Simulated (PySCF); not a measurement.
# Eu(NH2)2: how settings move a single point

Aim: repeat the single point on relaxed Eu(NH2)2 with altered settings, some of them bad on purpose. It is a constructed species; whether it can be made isn't addressed.

Method: BP86, Eu lcecp-0-SVP with ECP53, N def2-SVP, H def2-SVP; scalar-relativistic core potentials, no spin–orbit coupling; program: PySCF 2.14.0.

2 further runs of the same task are left out: 2 for a known fault of the program. Runs told in other sessions of the task aren't counted.

**1. Where the work starts**

7 atoms, charge 0, spin multiplicity 1.

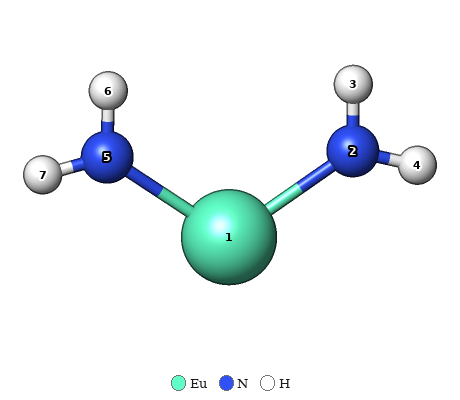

The structure; europium green, nitrogen blue, hydrogen white; atoms are numbered from 1 in the order of the file.

As a file:

```csv
atom,x (Å),y (Å),z (Å)
Eu1,-1.1453,-0.1847,-0.0115
N2,0.1305,-0.0639,1.9059
H3,1.1517,0.0950,1.9112
H4,-0.1150,-0.1423,2.9058
N5,0.1342,0.1212,-1.9070
H6,1.1534,0.2918,-1.8940
H7,-0.1108,0.1488,-2.9103
```

Formal oxidation states: Eu +2. Each metal's 7 4f electrons lie in its core potential, so multiplicities, spins and levels count the valence alone. An earlier session relaxed this geometry at BP86, Eu lcecp-0-SVP with ECP53, N def2-SVP, H def2-SVP (singlet, point group Cs).

The sound run used a (50, 194) grid (finer on f atoms), a threshold of 1e-8 and at most 55 cycles, and ended at -141.278530 Eh.

**2. Try 1**

Contents of run.py (the lines that set the calculation):

```python
mol = gto.M(atom='''
Eu    -1.28271    -0.20685    -0.01289
N      0.14619    -0.07153     2.13457
H      1.28985     0.10638     2.14052
H     -0.12882    -0.15942     3.25451
N      0.15035     0.13577    -2.13590
H      1.29178     0.32681    -2.12124
H     -0.12411     0.16666    -3.25957''',
    basis={'Eu': 'lcecp-0-SVP', 'N': 'def2-SVP', 'H': 'def2-SVP'},
    ecp={'Eu': 'lcecp-0-SVP'},
    charge=0, spin=0)
mf = dft.RKS(mol, xc='B88,P86')
mf.grids.atom_grid = (50, 194)  # f atoms: unpruned, at least (60, 302)
mf = mf.density_fit()  # fitting sets: Eu AutoAux, N def2-universal-JKFIT, H def2-universal-JKFIT
mf.conv_tol = 1e-08; mf.max_cycle = 55
mf.kernel(dm0)  # dm0: free metal ions and neutral atoms
```

Launch:

```sh
$ OMP_NUM_THREADS=2 python run.py
```

Output:

```text
init E= -146.848754783164
cycle= 1 E= -130.152586885708  delta_E= 16.7  |g|= 4.73  |ddm|= 5.87
cycle= 2 E= -104.818777941676  delta_E= 25.3  |g|= 6.18  |ddm|= 10.8
cycle= 3 E= -140.945714084726  delta_E= -36.1  |g|= 0.935  |ddm|= 9.06
cycle= 4 E= -140.077783044465  delta_E= 0.868  |g|= 1.69  |ddm|= 3.43
cycle= 5 E= -141.201477167574  delta_E= -1.12  |g|= 0.233  |ddm|= 2.73
cycle= 6 E= -141.15861873776  delta_E= 0.0429  |g|= 0.478  |ddm|= 0.699
cycle= 7 E= -141.218495827644  delta_E= -0.0599  |g|= 0.0405  |ddm|= 0.445
cycle= 8 E= -141.21925275787  delta_E= -0.000757  |g|= 0.00706  |ddm|= 0.0948
cycle= 9 E= -141.219261125516  delta_E= -8.37e-06  |g|= 0.00625  |ddm|= 0.00917
cycle= 10 E= -141.219262845104  delta_E= -1.72e-06  |g|= 0.00573  |ddm|= 0.00154
cycle= 11 E= -141.21926535594  delta_E= -2.51e-06  |g|= 0.00496  |ddm|= 0.00103
cycle= 12 E= -141.219273172713  delta_E= -7.82e-06  |g|= 0.000773  |ddm|= 0.00552
cycle= 13 E= -141.219273284661  delta_E= -1.12e-07  |g|= 0.000104  |ddm|= 0.00117
cycle= 14 E= -141.219273288684  delta_E= -4.02e-09  |g|= 1.51e-05  |ddm|= 0.000153
Extra cycle  E= -141.219273288509  delta_E= 1.75e-10  |g|= 2.96e-05  |ddm|= 5.08e-05
converged SCF energy = -141.219273288509
```

Run time: 8.1 s. Hardware: 2 threads of Arm Neoverse V1, shared host.

Changed: the scale of all coordinates (1.12). It converges in 14 cycles, +1.612 eV from the sound run, with a largest force component of 3.37 eV/Å. The setting is unsound, so these numbers aren't the compound's.

**3. Try 2**

Contents of run.py (the lines that set the calculation):

```python
mol = gto.M(atom='''
Eu    -1.14528    -0.18469    -0.01151
N      0.13052    -0.06387     1.90587
H      1.15165     0.09499     1.91118
H     -0.11502    -0.14234     2.90581
N      0.13424     0.12122    -1.90705
H      1.15337     0.29179    -1.89396
H     -0.11082     0.14881    -2.91033''',
    basis={'Eu': 'lcecp-0-SVP', 'N': 'def2-SVP', 'H': 'def2-SVP'},
    ecp={'Eu': 'lcecp-0-SVP'},
    charge=0, spin=0)
mf = dft.RKS(mol, xc='B88,P86')
mf.grids.atom_grid = (50, 194)  # f atoms: unpruned, at least (60, 302)
mf = mf.density_fit()  # fitting sets: Eu AutoAux, N def2-universal-JKFIT, H def2-universal-JKFIT
mf.conv_tol = 1e-08; mf.max_cycle = 55
mf.kernel(dm0)  # dm0: smeared density
```

Launch:

```sh
$ OMP_NUM_THREADS=2 python run.py
```

Output:

```text
init E= -141.20654161541
cycle= 1 E= -141.263145784745  delta_E= -0.0566  |g|= 0.221  |ddm|= 0.413
cycle= 2 E= -141.152918838978  delta_E= 0.11  |g|= 0.684  |ddm|= 0.952
cycle= 3 E= -141.278404743926  delta_E= -0.125  |g|= 0.0194  |ddm|= 0.649
cycle= 4 E= -141.278519816227  delta_E= -0.000115  |g|= 0.00646  |ddm|= 0.0335
cycle= 5 E= -141.278529648563  delta_E= -9.83e-06  |g|= 0.00157  |ddm|= 0.00639
cycle= 6 E= -141.278529976976  delta_E= -3.28e-07  |g|= 0.00108  |ddm|= 0.00179
cycle= 7 E= -141.278530266809  delta_E= -2.9e-07  |g|= 0.000225  |ddm|= 0.000996
cycle= 8 E= -141.278530282394  delta_E= -1.56e-08  |g|= 9.62e-06  |ddm|= 0.000297
cycle= 9 E= -141.278530282438  delta_E= -4.41e-11  |g|= 2.51e-06  |ddm|= 2.43e-05
Extra cycle  E= -141.278530282438  delta_E= -5.68e-13  |g|= 2.33e-06  |ddm|= 8.22e-06
converged SCF energy = -141.278530282438
```

It took 4.5 s on 2 threads of Arm Neoverse V1, shared host.

Changed: the starting guess (smeared density). It converges in 9 cycles, at the sound run's energy within 0.001 eV, with a largest force component of 0.02 eV/Å. The result survives the change.

**4. Try 3**

Edit run.py (the lines that set the calculation) of step 3 so:

```diff
@@ -14,3 +14,3 @@
 mf = mf.density_fit()  # fitting sets: Eu AutoAux, N def2-universal-JKFIT, H def2-universal-JKFIT
-mf.conv_tol = 1e-08; mf.max_cycle = 55
-mf.kernel(dm0)  # dm0: smeared density
+mf.conv_tol = 1e-08; mf.max_cycle = 94
+mf.kernel(dm0)  # dm0: core Hamiltonian
```

Launch:

```sh
$ OMP_NUM_THREADS=2 python run.py
```

Output:

```text
init E= -125.271490542537
cycle= 1 E= -117.331823555424  delta_E= 7.94  |g|= 4.57  |ddm|= 16.8
cycle= 2 E= -116.839591216702  delta_E= 0.492  |g|=    7  |ddm|= 16.2
cycle= 3 E= -137.538042909209  delta_E= -20.7  |g|= 3.79  |ddm|= 8.51
cycle= 4 E= -139.976659743485  delta_E= -2.44  |g|= 2.12  |ddm|= 2.13
cycle= 5 E= -140.68599192635  delta_E= -0.709  |g|= 1.57  |ddm|= 1.41
cycle= 6 E= -141.257870376138  delta_E= -0.572  |g|= 0.247  |ddm|= 1.42
cycle= 7 E= -141.266378966216  delta_E= -0.00851  |g|= 0.211  |ddm|= 0.528
cycle= 8 E= -141.278505161539  delta_E= -0.0121  |g|= 0.0099  |ddm|= 0.204
cycle= 9 E= -141.27852609395  delta_E= -2.09e-05  |g|= 0.00403  |ddm|= 0.0138
cycle= 10 E= -141.278527786603  delta_E= -1.69e-06  |g|= 0.00315  |ddm|= 0.00631
cycle= 11 E= -141.278530140925  delta_E= -2.35e-06  |g|= 0.000747  |ddm|= 0.0032
cycle= 12 E= -141.278530281293  delta_E= -1.4e-07  |g|= 6.06e-05  |ddm|= 0.000681
cycle= 13 E= -141.278530282424  delta_E= -1.13e-09  |g|= 5.36e-06  |ddm|= 8.38e-05
Extra cycle  E= -141.278530282403  delta_E= 2.1e-11  |g|= 1.08e-05  |ddm|= 2.55e-05
converged SCF energy = -141.278530282403
```

Run time: 4.8 s. Hardware: 2 threads of Arm Neoverse V1, shared host.

Changed: the starting guess (bare core Hamiltonian); the cycle limit is 94. It converges in 13 cycles, at the sound run's energy within 0.001 eV, with a largest force component of 0.02 eV/Å. The result survives the change.

**5. Try 4**

Edit run.py (the lines that set the calculation) of step 4 so:

```diff
@@ -14,3 +14,3 @@
 mf = mf.density_fit()  # fitting sets: Eu AutoAux, N def2-universal-JKFIT, H def2-universal-JKFIT
-mf.conv_tol = 1e-08; mf.max_cycle = 94
-mf.kernel(dm0)  # dm0: core Hamiltonian
+mf.conv_tol = 1e-06; mf.max_cycle = 55
+mf.kernel(dm0)  # dm0: free metal ions and neutral atoms
```

Launch:

```sh
$ OMP_NUM_THREADS=2 python run.py
```

Output:

```text
init E= -147.243227279869
cycle= 1 E= -136.636245392354  delta_E= 10.6  |g|= 3.52  |ddm|= 5.06
cycle= 2 E= -119.396780018418  delta_E= 17.2  |g|= 5.92  |ddm|= 9.55
cycle= 3 E= -140.793988778365  delta_E= -21.4  |g|= 1.36  |ddm|= 8.03
cycle= 4 E= -141.11400620506  delta_E= -0.32  |g|= 0.744  |ddm|= 2.25
cycle= 5 E= -141.227072266875  delta_E= -0.113  |g|= 0.46  |ddm|= 1.26
cycle= 6 E= -141.273186606952  delta_E= -0.0461  |g|= 0.145  |ddm|= 0.525
cycle= 7 E= -141.278339045696  delta_E= -0.00515  |g|= 0.0226  |ddm|= 0.145
cycle= 8 E= -141.27852243988  delta_E= -0.000183  |g|= 0.00506  |ddm|= 0.0372
cycle= 9 E= -141.278529950304  delta_E= -7.51e-06  |g|= 0.00108  |ddm|= 0.00611
cycle= 10 E= -141.278530257574  delta_E= -3.07e-07  |g|= 0.000303  |ddm|= 0.00159
Extra cycle  E= -141.278530178268  delta_E= 7.93e-08  |g|= 0.00064  |ddm|= 0.000889
converged SCF energy = -141.278530178268
```

It took 4.2 s on 2 threads of Arm Neoverse V1, shared host.

Changed: the SCF threshold (1e-06). It converges in 10 cycles, at the sound run's energy within 0.001 eV, with a largest force component of 0.02 eV/Å. The result survives the change.

**6. Try 5**

Edit run.py (the lines that set the calculation) of step 5 so:

```diff
@@ -10,7 +10,7 @@
     ecp={'Eu': 'lcecp-0-SVP'},
-    charge=0, spin=0)
-mf = dft.RKS(mol, xc='B88,P86')
+    charge=0, spin=8)
+mf = dft.UKS(mol, xc='B88,P86')
 mf.grids.atom_grid = (50, 194)  # f atoms: unpruned, at least (60, 302)
 mf = mf.density_fit()  # fitting sets: Eu AutoAux, N def2-universal-JKFIT, H def2-universal-JKFIT
-mf.conv_tol = 1e-06; mf.max_cycle = 55
+mf.conv_tol = 1e-08; mf.max_cycle = 85
 mf.kernel(dm0)  # dm0: free metal ions and neutral atoms
```

Launch:

```sh
$ OMP_NUM_THREADS=2 python run.py
```

Output:

```text
init E= -147.69773851029
cycle= 1 E= -135.008250676852  delta_E= 12.7  |g|= 2.48  |ddm|= 3.95
cycle= 2 E= -121.476613297898  delta_E= 13.5  |g|= 4.57  |ddm|= 6.79
cycle= 3 E= -139.382347933731  delta_E= -17.9  |g|= 1.02  |ddm|= 5.61
cycle= 4 E= -139.996317117235  delta_E= -0.614  |g|= 0.468  |ddm|= 4.92
cycle= 5 E= -140.06028014691  delta_E= -0.064  |g|= 0.473  |ddm|= 4.73
cycle= 6 E= -140.334809227098  delta_E= -0.275  |g|= 0.102  |ddm|= 2.96
cycle= 7 E= -140.341028866311  delta_E= -0.00622  |g|= 0.0773  |ddm|= 1.15
cycle= 8 E= -140.347904299734  delta_E= -0.00688  |g|= 0.0216  |ddm|= 0.751
cycle= 9 E= -140.348277591579  delta_E= -0.000373  |g|= 0.0131  |ddm|= 0.202
cycle= 10 E= -140.348472889435  delta_E= -0.000195  |g|= 0.00266  |ddm|= 0.114
cycle= 11 E= -140.348482527361  delta_E= -9.64e-06  |g|= 0.00069  |ddm|= 0.0259
cycle= 12 E= -140.348483068862  delta_E= -5.42e-07  |g|= 0.00034  |ddm|= 0.00719
cycle= 13 E= -140.348483224715  delta_E= -1.56e-07  |g|= 8.77e-05  |ddm|= 0.00352
cycle= 14 E= -140.348483235834  delta_E= -1.11e-08  |g|= 5.51e-05  |ddm|= 0.0012
cycle= 15 E= -140.348483240108  delta_E= -4.27e-09  |g|= 1.77e-05  |ddm|= 0.00048
Extra cycle  E= -140.34848323932  delta_E= 7.88e-10  |g|= 3.22e-05  |ddm|= 0.000312
converged SCF energy = -140.34848323932  <S^2> = 20.004154  2S+1 = 9.0009232
```

Run time: 16 s. Hardware: 2 threads of Arm Neoverse V1, shared host.

Changed: the spin (8 unpaired electrons); the cycle limit is 85. It converges in 15 cycles, +25.308 eV from the sound run, with a largest force component of 4.63 eV/Å. The setting is unsound, so these numbers aren't the compound's.

**7. Side by side**

| run | changed | ending | energy change (eV) | cycles | time | usable |
| --- | --- | --- | --- | --- | --- | --- |
| 1 | the scale of all coordinates | converged | +1.612 | 14 | 8.1 s | no |
| 2 | the starting guess | converged | 0.000 | 9 | 4.5 s | yes |
| 3 | the starting guess | converged | 0.000 | 13 | 4.8 s | yes |
| 4 | the SCF threshold | converged | 0.000 | 10 | 4.2 s | yes |
| 5 | the spin | converged | +25.308 | 15 | 16 s | no |

3 of 5 altered runs give a usable result. 2 ended normally with numbers unfit to quote.
